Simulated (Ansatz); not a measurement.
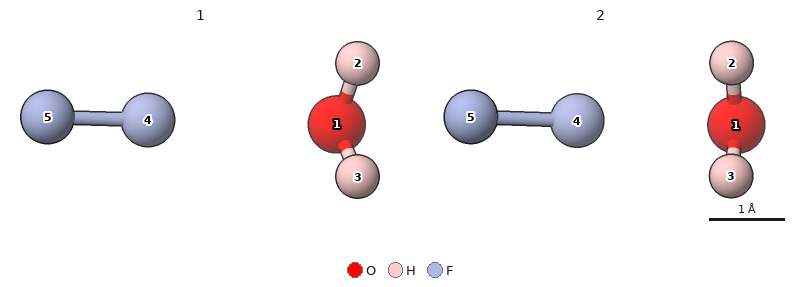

Two geometries of H2OF2, drawn at one scale. One is the start of a relaxation, the other its converged end. The picture is a ball-and-stick view, seen face on.

The calculation used RKS PBE0-D4/def2-TZVP in Ansatz 0.2.0. Settings: force threshold 0.005 eV/Å; at most 200 steps.

Which geometry has the lower energy?

Answer. Structure 1 is the relaxed one. Over 12 geometry steps the energy falls by 20.2 kJ/mol. The largest force component goes from 2.2 to 0.0003 eV/Å. F4 moves most after the best rigid fit: 0.40 Å. By element the largest moves are F 0.40 Å, H 0.36 Å, O 0.05 Å. Some distances before and after: F4–F5 1.498 → 1.386 Å, O1–H2 0.977 → 0.960 Å. Bond angles that change, for instance: H2–O1–H3 102.3° → 105.2°.
